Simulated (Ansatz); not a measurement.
System: BH8PSi2.

```xyz
12

B     0.6594    2.1339    0.8201
P     0.5165    1.0614   -0.6969
Si   -0.7377   -0.7143   -0.0670
Si   -0.7353   -2.2585   -1.8385
H    -0.3458    2.3903    1.4325
H     1.7040    2.6612    1.1023
H     1.8053    0.4916   -0.8819
H    -2.1072   -0.1753    0.1730
H    -0.2536   -1.3626    1.1884
H    -1.3174   -1.6218   -3.0553
H    -1.5307   -3.4721   -1.4877
H     0.6692   -2.6707   -2.1326
```

Geometry: B3LYP-D3(BJ)/def2-SVP.

All numbers below come from Ansatz 0.2.0, isolated molecule in a Gaussian basis; Kohn-Sham density functional theory, functional PBE0.

Predict the electron density and electron localisation function between the atoms.

Si–P (2.26 Å): the density is about 0.69 e/Å³ at the midpoint, with its minimum of 0.62 e/Å³ about 0.8 Å from Si; the ELF peaks at about 0.95 between the atoms (localised, covalent bonding).
Si–Si (2.35 Å): ρ at the midpoint is about 0.63 e/Å³; the ELF peaks at about 1 between the atoms; a shared electron pair.
Si–H (1.49 Å): ρ at the midpoint is about 0.79 e/Å³; the ELF climbs to about 1 towards the hydrogen, as it does in any bond to H.

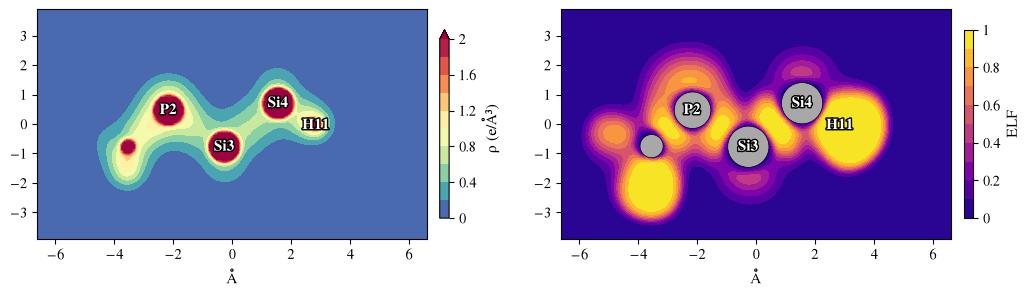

Computed electron density and electron localisation function on the plane of atoms Si3, Si4 and H11, in this order. Grey discs cover the atomic cores in the ELF map. 
